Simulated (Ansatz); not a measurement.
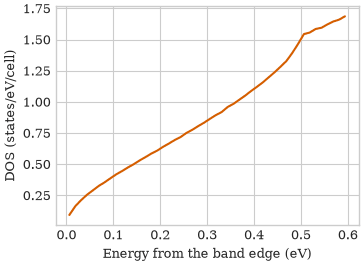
Density of states of WS2 (P6_3/mmc) above the conduction band minimum, PBEsol+D3BJ, rigid bands in Ansatz (a quantum-chemistry and plane-wave program); cell volume 98.9 Å³.

What effective density of states at 300 K does this give (∫ g(E) exp(−E/k_BT) dE, both spins, divided by the cell's size)?

4.6e19 cm⁻³, a density-of-states mass of 1.49 mₑ, valleys and band degeneracy included.

Spin-orbit coupling is left out. Geometry: cell and atoms relaxed with PBEsol+D3(BJ).
